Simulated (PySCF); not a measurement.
# One shape, several levels: InH2F (SMILES [H][In]([H])[F])

We compute a comparison of 6 runs (M06-2X/STO-3G, PBE/STO-3G, r2SCAN/STO-3G, NEVPT2(2,2)/STO-3G, QCISD(T)/STO-3G, UCCSD(T)/STO-3G) of InH2F. The job is set up through a Python script.

The calculation is run with PySCF 2.14.0.

6 further runs of the same task are left out: 6 set aside as unsound or not needed.

### 1 Starting point

InH2F has 4 atoms, charge 0, and is taken as a singlet. As SMILES, `[H][In]([H])[F]`. One bond was lengthened or shortened from a relaxed shape.

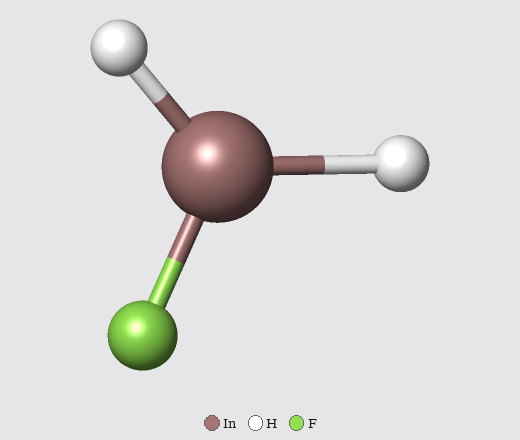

The structure, seen from a chosen angle (indium brown, hydrogen white, fluorine green).

### 2 A single-point energy at M06-2X/STO-3G (run 1)

File job.py:

```python
from pyscf import gto, dft

system = gto.M(
    atom='''
In    -0.505026     0.293953    -0.005563
H      3.309288    -0.139405     0.025662
H     -2.320334     2.924470    -0.040845
F     -2.391199    -2.862344     0.005114
''',
    verbose=3,
    spin=0,
    unit='bohr',
    basis='sto-3g',
    max_memory=1860,
)

mf = dft.RKS(system, xc='m06-2x')
mf.conv_tol = 1e-10
mf.grids.level = 5
mf.kernel()
if not mf.converged:
    mf = mf.newton().run(mf.mo_coeff, mf.mo_occ)

e_tot = mf.e_tot
print('E = %.10f Eh' % e_tot)
```

Command:

```sh
$ OMP_NUM_THREADS=1 python job.py
```

What it wrote:

```text
converged SCF energy = -5784.5729677026
E = -5784.5729677026 Eh
```

Wall time 6.3 s (1 thread of Arm Neoverse V1, shared host); peak memory 0.26 GiB.

### 3 The energy at PBE/STO-3G (run 2)

File calc.py:

```python
from pyscf import gto, dft

molecule = gto.Mole()
molecule.atom = 'In -0.267248 0.155553 -0.002944; H 1.751200 -0.073770 0.013580; H -1.227868 1.547563 -0.021614; F -1.265368 -1.514687 0.002706'
molecule.verbose = 3
molecule.basis = 'sto-3g'
molecule.spin = 0
molecule.max_memory = 1860
molecule.build()

ks = dft.RKS(molecule)
ks.xc = 'pbe'
ks.conv_tol = 1e-10
ks.grids.level = 5
ks.kernel()
if not ks.converged:
    ks = ks.newton().run(ks.mo_coeff, ks.mo_occ)

e_tot = ks.e_tot
print('Final energy', e_tot)
```

Command:

```sh
$ OMP_NUM_THREADS=1 python calc.py
```

What it wrote:

```text
converged SCF energy = -5783.70873743407
Final energy -5783.70873743407
```

It took 4.8 s on 1 thread of Arm Neoverse V1, shared host; peak memory 0.26 GiB.

Runs 3 to 5 aren't shown in full; the table further down has their settings and results.

### 4 A single-point energy at UCCSD(T)/STO-3G (run 6)

File job.py:

```python
from pyscf import gto, scf, cc

system = gto.Mole()
system.atom = '''
In    -0.505026     0.293953    -0.005563
H      3.309288    -0.139405     0.025662
H     -2.320334     2.924470    -0.040845
F     -2.391199    -2.862344     0.005114
'''
system.unit = 'bohr'
system.charge = 0
system.basis = 'sto-3g'
system.max_memory = 1860
system.verbose = 4
system.spin = 0
system.build()

mf = scf.UHF(system)
mf.conv_tol = 1e-10
mf.kernel()
if not mf.converged:
    mf = mf.newton().run(mf.mo_coeff, mf.mo_occ)
for _ in range(3):
    mo, _, stable, _ = mf.stability(return_status=True)
    if stable:
        break
    mf.kernel(mf.make_rdm1(mo, mf.mo_occ))

mycc = cc.CCSD(mf, frozen=19)
mycc.kernel()
e_t = mycc.ccsd_t()
energy = mycc.e_tot + e_t
print('E = %.10f Eh' % energy)
```

Command:

```sh
$ OMP_NUM_THREADS=1 python job.py
```

What it wrote:

```text
PySCF version 2.14.0

[INPUT] num. atoms = 4
[INPUT] num. electrons = 60
[INPUT] charge = 0
[INPUT] spin (= nelec alpha-beta = 2S) = 0
[INPUT] symmetry False subgroup None
[INPUT] Mole.unit = bohr
[INPUT] Symbol           X                Y                Z      unit          X                Y                Z       unit  Magmom
[INPUT]  1 In    -0.267248250122   0.155553228682  -0.002943812824 AA   -0.505026000000   0.293953000000  -0.005563000000 Bohr   0.0
[INPUT]  2 H      1.751199793971  -0.073769949088   0.013579745587 AA    3.309288000000  -0.139405000000   0.025662000000 Bohr   0.0
[INPUT]  3 H     -1.227867874523   1.547562878019  -0.021614243180 AA   -2.320334000000   2.924470000000  -0.040845000000 Bohr   0.0
[INPUT]  4 F     -1.265368017575  -1.514687214614   0.002706212257 AA   -2.391199000000  -2.862344000000   0.005114000000 Bohr   0.0

nuclear repulsion = 151.166164490093
number of shells = 16
number of NR pGTOs = 102
number of NR cGTOs = 34
basis = sto-3g
ecp = {}

[... 77 lines left out ...]
converged SCF energy = -5782.02125782207  <S^2> = 6.4659389e-13  2S+1 = 1
[... 14 lines left out ...]
Init t2, MP2 energy = -0.0549434595592886
[... 15 lines left out ...]
UCCSD converged
[... 2 lines left out ...]
E = -5782.1029997773 Eh
```

It took 1.2 s on 1 thread of Arm Neoverse V1, shared host; peak memory 0.12 GiB.

### 5 All runs side by side

| run | level | integration grid | active selection | energy (Eh) | dipole moment (D) of the reference | HOMO energy (eV) | LUMO energy (eV) | wall time |
| --- | --- | --- | --- | --- | --- | --- | --- | --- |
| 1 | M06-2X/STO-3G | 5 | – | -5784.572968 | 0.62 | -5.71 | 2.99 | 6.3 s |
| 2 | PBE/STO-3G | 5 | – | -5783.708737 | 0.29 | -2.02 | 1.39 | 4.8 s |
| 3 | r2SCAN/STO-3G | 5 | – | -5784.566902 | 0.32 | -2.42 | 1.63 | 7.8 s |
| 4 | NEVPT2(2,2)/STO-3G | – | mp2 natural orbitals | -5782.079895 | 1.30 | -7.96 | 5.97 | 1.6 s |
| 5 | QCISD(T)/STO-3G | – | – | -5782.104607 | 1.30 | -7.96 | 5.97 | 1 s |
| 6 | UCCSD(T)/STO-3G | – | – | -5782.103000 | 1.30 | -7.96 | 5.97 | 1.2 s |

### 6 What came out

| quantity | value |
| --- | --- |
| run 6: total energy | -5782.10300 Eh |
| run 6: dipole moment (Hartree–Fock density) | 1.30 D |
| run 6: HOMO energy (Hartree–Fock orbitals) | -7.96 eV |
| run 6: LUMO energy (Hartree–Fock orbitals) | 5.97 eV |
| run 6: HOMO–LUMO gap (Hartree–Fock orbitals) | 13.93 eV |
| run 6: correlation energy (19 core orbitals frozen) | -81.7 mEh |
| run 6: (T) correction | -5.33 mEh |
| run 6: T1 diagnostic | 0.019 |

In words: Over runs 1, 2, 3 the dipole moment (its size) runs from 0.29 D (PBE/STO-3G) to 0.62 D (M06-2X/STO-3G). Over runs 1, 2, 3 the HOMO–LUMO gap runs from 3.42 eV (PBE/STO-3G) to 8.70 eV (M06-2X/STO-3G). Totals of different functionals can't be ranked against each other. In runs 1, 2, 3, 4, 5, 6 the basis is minimal, so the values are rough. In runs 1, 2, 3, 4, 5, 6 relativity is left out where basis or elements ask for it. All runs together took 23 s, the longest 7.8 s.
